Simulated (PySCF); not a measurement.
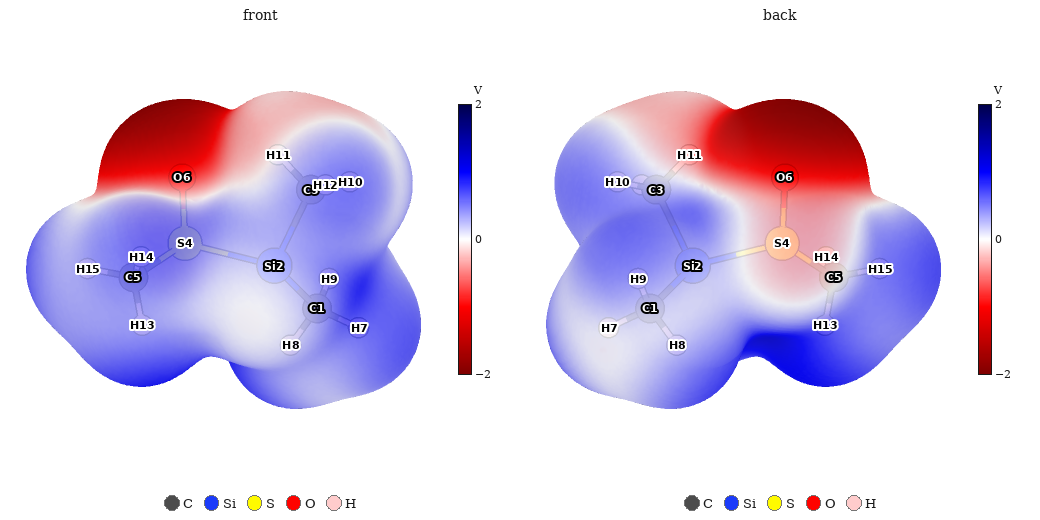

Figure 1: C3H9OSSi (doublet). The molecular electrostatic potential painted on the density surface at 0.001 e/bohr³, seen from the front and from behind; red is negative and blue positive.

Geometry: GFN2-xTB.

Computed with UKS B3LYP, pcH-1 on C H O S Si, non-relativistic, mean-field spin-orbit, GIAO in PySCF 2.14.0, density-fitted response routines.

The calculation's input:

```
{"job": {"kind": "epr", "basis": "pcH-1"}, "charge": 0, "multiplicity": 2}
C     -1.831072    -0.930115    -0.888066
Si    -0.445329     0.330705    -0.519559
C     -1.054931     1.703364     0.652981
S      1.026324    -0.921418     0.729651
C      2.534558    -0.653325    -0.298541
O      1.178864    -0.049735     1.918607
H     -2.549504    -0.525375    -1.594113
H     -1.437154    -1.850792    -1.310371
H     -2.370237    -1.187218     0.022949
H     -2.088701     1.543758     0.953099
H     -0.435655     1.680173     1.548107
H     -0.980171     2.696667     0.220308
H      2.351729    -1.088081    -1.274570
H      2.730567     0.410441    -0.373820
H      3.366298    -1.151059     0.191429
```

Launched as:

```sh
OMP_NUM_THREADS=1 python probes_run.py task.json out
```

> Which sites attract a positive test charge, and which a negative one?

A positive charge is drawn to the negative regions and a negative charge to the positive ones. The most negative region (about −1.9 V, or −44 kcal/mol for a unit charge) lies over O6, the most positive (about +1.2 V, or +28 kcal/mol for a unit charge) over Si2, S4 and H13. O6 is the likeliest acceptor of a hydrogen bond.
